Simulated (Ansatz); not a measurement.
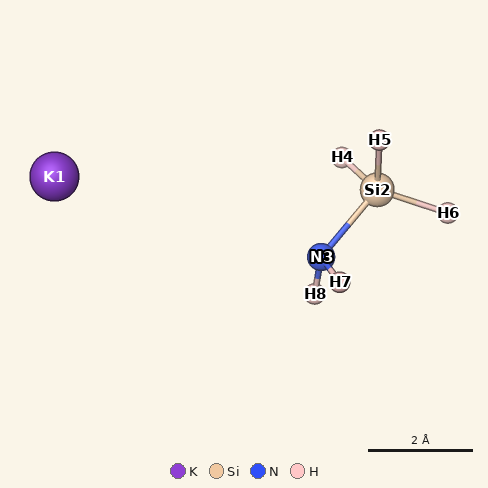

(Drawn from a calculation with Ansatz.)

Orthographic view. Atoms fade into the background with distance from the viewer. Charge +1, singlet. Geometry: a pair of rigid molecules at a changed separation.

Write the connection table.

K1: none
Si2: N3, H4, H5, H6
N3: Si2, H7, H8
H4: Si2
H5: Si2
H6: Si2
H7: N3
H8: N3
